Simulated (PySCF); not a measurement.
# Two runs on C3H9NSi

System: C3H9NSi.
Method of run A: GIAO PBE0/6-31G* NMR shielding, non-relativistic, gas phase (PySCF 2.14.0).

The geometry comes from this level: PBE0-D3(BJ)/def2-SVP. Text and figures count atoms from 1; the logs count them from 0 in places.

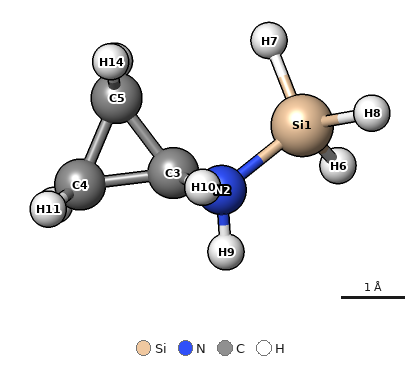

The input geometry (ball-and-stick view, seen at a tilt; atoms are numbered from 1 in the order of the input).

Input file, run A:
```
{"job": {"kind": "nmr", "xc": "PBE0", "basis": "6-31G*", "pop": true}, "charge": 0, "multiplicity": 1}
Si     1.969199     0.789138     0.077345
N      0.818273    -0.400923     0.601805
C     -0.555715    -0.100511     0.840602
C     -1.602730    -1.053252     0.342600
C     -1.417247     0.273651    -0.331431
H      3.286228     0.091647    -0.022631
H      1.574208     1.334759    -1.256700
H      2.125736     1.964015     1.000320
H      1.169037    -1.172250     1.160441
H     -0.796771     0.416667     1.782374
H     -2.493545    -1.216659     0.954693
H     -1.239162    -1.935601    -0.190123
H     -0.940440     0.272807    -1.314824
H     -2.174129     1.049080    -0.189751
```

The first line tells a small driver script what to run in PySCF; the rest is the geometry in Å.

Command:
```bash
OMP_NUM_THREADS=1 python <driver script> task.json out
```

Hardware: 1 CPU thread, shared host.

Output (run A):
```
coarse grid: 11528 points
cycle   1  E = -463.6059921844  dE =  4.612e-01  |g| = 3.999e-01  |ddm| = 3.244e+00
cycle   2  E = -463.5864083703  dE =  1.958e-02  |g| = 4.987e-01  |ddm| = 8.684e-01
cycle   3  E = -463.6459622768  dE = -5.955e-02  |g| = 4.981e-02  |ddm| = 5.128e-01
cycle   4  E = -463.6463728809  dE = -4.106e-04  |g| = 2.724e-02  |ddm| = 6.923e-02
cycle   5  E = -463.6465513721  dE = -1.785e-04  |g| = 2.534e-03  |ddm| = 2.605e-02
cycle   6  E = -463.6465528911  dE = -1.519e-06  |g| = 4.649e-04  |ddm| = 3.269e-03
final grid: 104896 points
cycle   7  E = -463.5953362111  dE = -1.971e-05  |g| = 7.178e-03  |ddm| = 1.835e-02
cycle   8  E = -463.5953290416  dE =  7.170e-06  |g| = 9.117e-03  |ddm| = 1.592e-02
cycle   9  E = -463.5953496436  dE = -2.060e-05  |g| = 6.981e-04  |ddm| = 8.921e-03
cycle  10  E = -463.5953497514  dE = -1.078e-07  |g| = 1.968e-04  |ddm| = 7.917e-04
cycle  11  E = -463.5953497601  dE = -8.655e-09  |g| = 2.422e-05  |ddm| = 1.841e-04
cycle  12  E = -463.5953497602  dE = -1.467e-10  |g| = 6.199e-06  |ddm| = 4.440e-05
converged SCF energy = -463.5953497602

GIAO shielding tensors (ppm)
atom      isotropic    diamagn.    paramagn.     s11        s22        s33       span
  0 Si     448.494     881.357    -432.863    407.498    433.456    504.528     97.030
  1 N      243.101     317.850     -74.749    213.989    229.139    286.175     72.186
  2 C      168.728     243.037     -74.309    142.365    145.653    218.166     75.800
  3 C      181.623     255.406     -73.783    152.346    179.305    213.217     60.871
  4 C      184.252     252.700     -68.448    154.764    181.655    216.338     61.574
  5 H       27.303      28.903      -1.600     24.032     25.244     32.634      8.603
  6 H       27.137      30.081      -2.944     23.146     26.432     31.831      8.685
  7 H       27.079      28.933      -1.855     23.435     25.144     32.657      9.222
  8 H       32.017      30.174       1.843     22.082     30.650     43.320     21.238
  9 H       29.774      29.390       0.384     22.387     28.699     38.235     15.848
 10 H       31.434      30.165       1.268     26.023     27.325     40.952     14.929
 11 H       31.568      31.059       0.508     26.407     29.118     39.178     12.771
 12 H       31.257      31.634      -0.377     26.764     28.485     38.522     11.758
 13 H       31.473      30.531       0.942     26.245     27.119     41.054     14.809
```

The input of run B differs as follows (lines with − go, lines with + come):
```diff
-"basis": "6-31G*"
+"basis": "cc-pVTZ"
```

Predict how the results change.

The total energy of run B is 62.0 kcal/mol lower, which measures the change of basis and not a stability. The HOMO goes from −6.58 to −6.82 eV. The LUMO goes from 1.15 to 0.75 eV. Of all shieldings, the largest change is that of Si1, by −37.6 ppm. The number of SCF iterations is the same. The basis functions go from 92 to 280.

Output (run B):
```
coarse grid: 11528 points
cycle   1  E = -463.6542180955  dE =  4.446e-01  |g| = 4.131e-01  |ddm| = 7.046e+00
cycle   2  E = -463.6287296991  dE =  2.549e-02  |g| = 5.386e-01  |ddm| = 1.482e+00
cycle   3  E = -463.6944112361  dE = -6.568e-02  |g| = 5.528e-02  |ddm| = 8.456e-01
cycle   4  E = -463.6948430314  dE = -4.318e-04  |g| = 3.282e-02  |ddm| = 1.134e-01
cycle   5  E = -463.6950879282  dE = -2.449e-04  |g| = 4.224e-03  |ddm| = 4.958e-02
cycle   6  E = -463.6950916449  dE = -3.717e-06  |g| = 6.652e-04  |ddm| = 7.089e-03
final grid: 104896 points
cycle   7  E = -463.6941782932  dE = -5.975e-05  |g| = 7.669e-03  |ddm| = 1.022e-01
cycle   8  E = -463.6941690569  dE =  9.236e-06  |g| = 9.888e-03  |ddm| = 2.819e-02
cycle   9  E = -463.6941921527  dE = -2.310e-05  |g| = 7.769e-04  |ddm| = 1.538e-02
cycle  10  E = -463.6941922583  dE = -1.055e-07  |g| = 3.697e-04  |ddm| = 1.566e-03
cycle  11  E = -463.6941922881  dE = -2.983e-08  |g| = 4.695e-05  |ddm| = 5.183e-04
cycle  12  E = -463.6941922886  dE = -4.737e-10  |g| = 1.144e-05  |ddm| = 7.307e-05
converged SCF energy = -463.6941922886

GIAO shielding tensors (ppm)
atom      isotropic    diamagn.    paramagn.     s11        s22        s33       span
  0 Si     410.911     886.234    -475.323    361.553    391.581    479.597    118.044
  1 N      235.656     305.129     -69.473    207.185    218.263    281.520     74.335
  2 C      160.903     242.763     -81.860    132.516    135.494    214.697     82.182
  3 C      175.763     247.565     -71.803    143.571    173.873    209.846     66.275
  4 C      178.434     247.681     -69.247    146.695    175.737    212.871     66.175
  5 H       26.842      28.768      -1.927     23.628     24.814     32.083      8.455
  6 H       26.708      30.432      -3.724     22.869     26.040     31.214      8.345
  7 H       26.527      28.995      -2.468     23.086     24.380     32.116      9.030
  8 H       30.721      30.377       0.345     21.089     29.536     41.540     20.451
  9 H       29.057      30.232      -1.175     21.688     27.749     37.733     16.045
 10 H       30.831      29.811       1.020     25.294     26.450     40.748     15.455
 11 H       31.072      30.101       0.971     25.726     28.583     38.907     13.181
 12 H       30.795      31.311      -0.516     26.265     27.714     38.407     12.142
 13 H       30.900      30.780       0.120     25.515     26.350     40.835     15.320
```

The two runs side by side:

```csv
quantity,run A,run B
outcome,converged,converged
total energy (hartree),−463.595350,−463.694192
HOMO (eV),−6.58,−6.82
LUMO (eV),1.15,0.75
dipole moment (D),1.10,1.09
shielding of Si1 (ppm),448.5,410.9
shielding of N2 (ppm),243.1,235.7
shielding of C3 (ppm),168.7,160.9
shielding of C4 (ppm),181.6,175.8
shielding of C5 (ppm),184.3,178.4
shielding of H9 (ppm),32.0,30.7
shielding of H10 (ppm),29.8,29.1
SCF iterations,12,12
basis functions,92,280
wall time (shared host),8.5 s,62 s
```
